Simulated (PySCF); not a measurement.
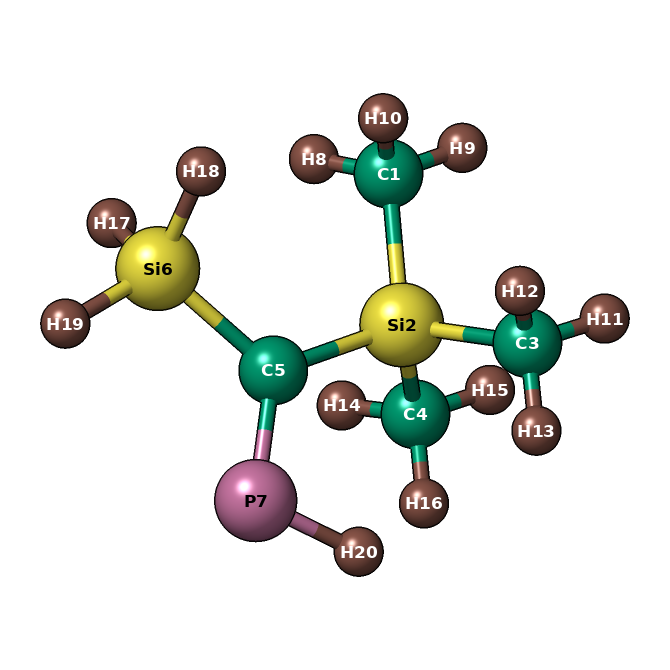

Every bond is drawn as one stick. The computed structure is the end point of a PBE0-D3(BJ)/def2-SVP optimisation. No frequency run is at hand to confirm it as a minimum. Computed with PBE0/pcSseg-1 in chloroform (IEF-PCM) (PySCF 2.14.0).

Which bond between heavy atoms has the highest Mayer bond order?

Answer. C5–P7, 1.85, at a length of 1.678 Å.

Which bond between heavy atoms has the lowest Mayer bond order?

Answer. Si2–C5, 0.72, at 1.894 Å.

List the Mayer bond orders of C1–Si2, Si2–C3, Si2–C4, Si2–C5, C5–Si6, C5–P7 (bonds between heavy atoms, one of each equivalent set). Atoms whose distances differ by more than 0.02 Å in this geometry are listed apart.

```
  bond  Mayer order  length (Å)
C1–Si2         0.98       1.882
Si2–C3         1.00       1.881
Si2–C4         1.00       1.880
Si2–C5         0.72       1.894
C5–Si6         0.88       1.873
 C5–P7         1.85       1.678
```
